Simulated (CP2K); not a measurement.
Silylacetaldehyde has these distinct C atoms: C2 (bonded to C, O and H) and C3 (bonded to C, Si and 2 H).

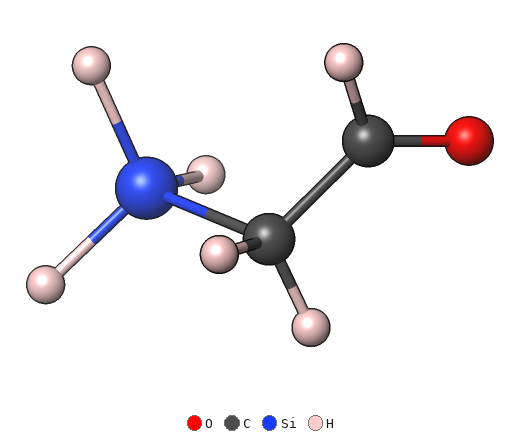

The molecule (oxygen red, carbon dark grey, silicon blue, hydrogen pink).

```xyz
10

O     2.2719   -0.7002   -0.4550
C     1.5255    0.1055    0.0824
C     0.2057   -0.2382    0.7003
Si   -1.2217    0.0727   -0.5184
H     1.7991    1.1901    0.1119
H     0.0187    0.3970    1.5796
H     0.1853   -1.2980    0.9890
H    -1.0840   -0.8296   -1.6920
H    -1.1894    1.4901   -0.9763
H    -2.5110   -0.1894    0.1786
```

Their partial C K spectra (CP2K XAS_TDP, all-electron GAPW, PBEh(45%), aug-pc-1, TDA, GW2X-corrected core level, no relativity) are given in random order, each times the number of alike atoms.

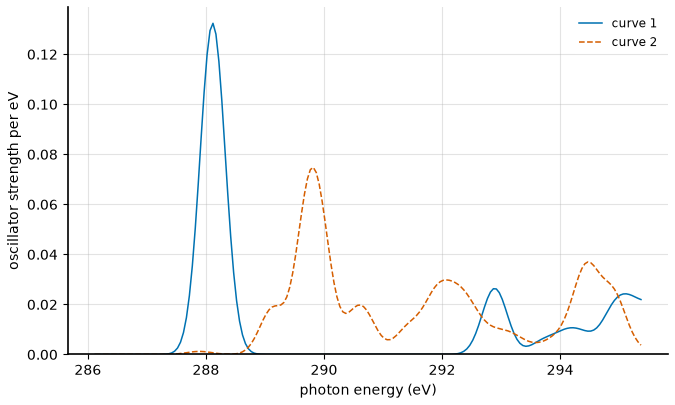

Gaussian full width 0.5 eV, oscillator strength per eV, alike atoms added, rows of zeros left out.

Question: Which curve belongs to which atom?

Curve 1: C2 (bonded to C, O and H), leading line at 288.12 eV (f = 0.070 an atom), ionisation energy 295.11 eV, term value 6.99 eV. Curve 2: C3 (bonded to C, Si and 2 H), leading line at 289.12 eV (f = 0.010 an atom), ionisation energy 291.62 eV, term value 2.50 eV. The leading line of an atom is its first one with 35 % of the strongest within 2.5 eV of its lowest line over the strength cut. A line lies at the core ionisation energy, which rises as an atom loses charge to its neighbours or to a π system, less the term value, which is large for a low π* or σ* orbital with weight on that atom.

[Banner, clock and machine lines of the logs are left out without a mark of their own.]

[Logs are printed without paths, hosts, clocks, repeated set-up lines and the standing remarks that a program may print on its own settings, such as how far it seeks lower states.]

[Hosts, paths, dates, database ids (printed as entryN), source tags and the programs' standing remarks are cut or masked in the printed files.]
